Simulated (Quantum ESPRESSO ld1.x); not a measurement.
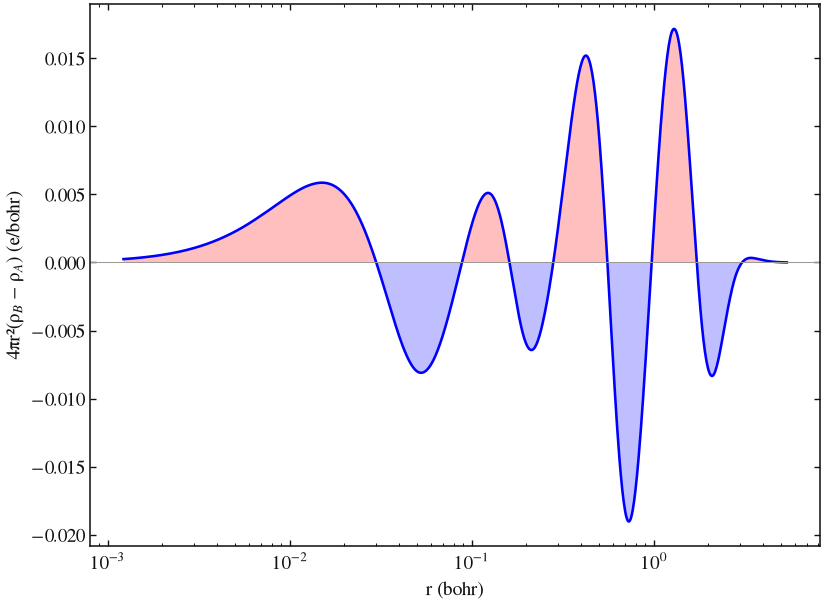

The Nb⁴⁺ ion in [Kr] 4d1 (4d3/2: 1) was computed by two methods: PBE; revPBE. Both runs are Dirac and spherical. Computed with Quantum ESPRESSO ld1.x 7.5.

The plot shows the radial density of run B less that of run A; on the logarithmic r axis, areas aren't charges.

A is PBE and B is revPBE.

Q: Where does the charge move between the methods?

Answer: B holds 0.011 electrons more than A where the difference is positive (most at r = 1.3 bohr) and as many fewer where it is negative (most at r = 0.73 bohr), out of 37 electrons.
